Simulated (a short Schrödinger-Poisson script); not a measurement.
Structure: symmetric double-gate stack, SiO2 on p-type Si(100), at 300 K.

```csv
layer,material,thickness (nm),Na (cm⁻³)
1,SiO2,1.6,-
2,Si,14,1e15
3,SiO2,1.6,-
```

Constants are typed, rounded textbook-type inputs, not results; the design itself was drawn at random and stands for no fabricated device. SiO2: permittivity 3.9, conduction-band edge (eV) 3.15, gap (eV) 9, electron mass (mₑ) 0.5. Si: permittivity 11.7, conduction-band edge (eV) 0, gap (eV) 1.124, Nv at 300 K (cm⁻³) 3.1e19.

Channel valleys (confinement mass, in-plane density-of-states mass, number): Δ2 0.916, 0.19, 2; Δ4 0.19, 0.417, 4. At the gates, both at one voltage, the conduction-band edge of layer 1 lies 3.73 eV − eVg above the Fermi level of the channel. Gaps are held at their typed values at every temperature. Mesh 0.03 nm at interfaces.

Solved with a short Schrödinger-Poisson script written for these runs: 1D Poisson equation in equilibrium, electrons quantum, Hartree (BenDaniel-Duke, 12 states a valley, the channel's in-plane mass for all, wave functions ending at the dielectric), parabolic valleys, classical holes, full ionisation, no traps, pinning or gate leakage.

Only gate voltages with over 1e8 electrons/cm² are shown.

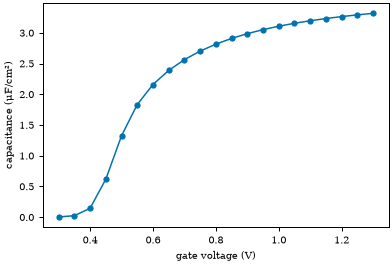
*Quasi-static capacitance against gate voltage*

```tsv
Vg (V)	electrons (cm⁻²)	C (μF/cm²)	Δ2 E0 (meV)	Δ2 E1 (meV)	Δ4 E0 (meV)	Δ4 E1 (meV)
0.3	5.37e8	0.00339	282.2	288.5	290.2	320.5
0.35	3.68e9	0.0231	232.4	238.7	240.4	270.7
0.4	2.42e10	0.144	183.8	189.9	191.8	221.9
0.45	1.30e11	0.617	140.6	146.2	148.7	178.3
0.5	4.32e11	1.32	109.9	114.0	118.2	146.3
0.55	9.29e11	1.83	90.1	92.3	99.5	125.3
0.6	1.55e12	2.16	75.5	76.5	87.6	111.0
0.65	2.26e12	2.39	63.6	64.0	79.5	100.6
0.7	3.04e12	2.56	53.3	53.5	73.5	92.6
0.75	3.86e12	2.70	44.3	44.4	68.9	86.3
0.8	4.72e12	2.81	36.4	36.5	65.2	81.2
0.85	5.61e12	2.91	29.4	29.4	62.2	77.0
0.9	6.53e12	2.99	23.0	23.0	59.7	73.4
0.95	7.47e12	3.05	17.2	17.2	57.5	70.3
1	8.44e12	3.11	11.8	11.8	55.6	67.6
1.05	9.41e12	3.15	6.8	6.8	53.9	65.2
1.1	1.04e13	3.20	2.1	2.1	52.4	63.1
1.15	1.14e13	3.23	-2.3	-2.3	51.1	61.1
1.2	1.24e13	3.26	-6.5	-6.5	49.8	59.4
1.25	1.34e13	3.29	-10.5	-10.5	48.6	57.7
1.3	1.45e13	3.32	-14.4	-14.4	47.5	56.2
```

Subbands count from the Fermi level. The capacitance is that of both gates.
